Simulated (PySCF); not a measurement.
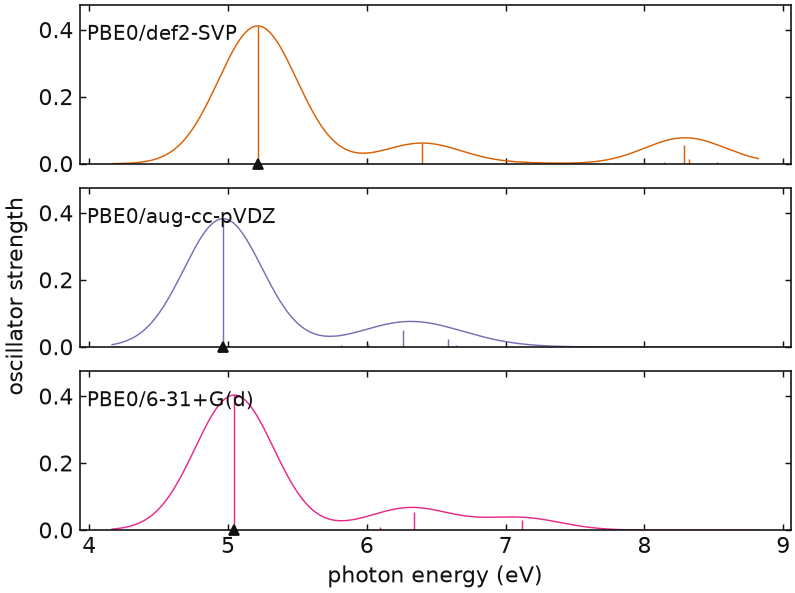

Vertical TDDFT spectra of C₅H₄F₂, SMILES F/C=C(/F)C1=CC1 at one geometry and several levels (PySCF 2.14.0, at a PBE0-D3(BJ)/def2-SVP geometry (no frequency check)); sticks with Gaussians of 1/e half-width 0.40 eV, the triangle marks S1, which has the same leading orbital pair at all these levels. Only the lowest states were computed, so the high end is incomplete.

### Order the levels by their S1 energy.

From lowest to highest: PBE0/aug-cc-pVDZ 4.96 eV, PBE0/6-31+G(d) 5.05 eV, PBE0/def2-SVP 5.21 eV; a spread of 0.25 eV.

Limits of at least one run: core orbitals are frozen in the response; def2-SVP has no diffuse functions, so states with Rydberg character are missing or too high; one conformer of a flexible molecule; states above the negative HOMO energy depend on the basis.
